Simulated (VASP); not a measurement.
Band structure of Al3Ni2 (sg164). Calculation: r2SCAN meta-GGA, VASP's PBE PAW potentials (set 64) (plane waves; VASP).

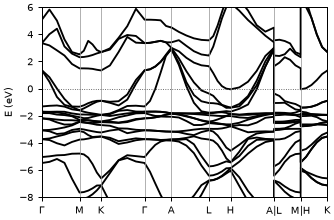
*Bands along high-symmetry lines, zero at the valence-band maximum or, without a gap, the Fermi level*

**Question.** Read the plot: is there a gap, and where are the band edges?

**Answer.** It has no gap at this level: it comes out as a metal or semimetal.

The compound is Al3Ni2 in the sg164 structure. It was relaxed first. The run is not spin-polarised, so no magnetic state was tried. The electron count is odd and the run is not spin-polarised, which forces a metal.
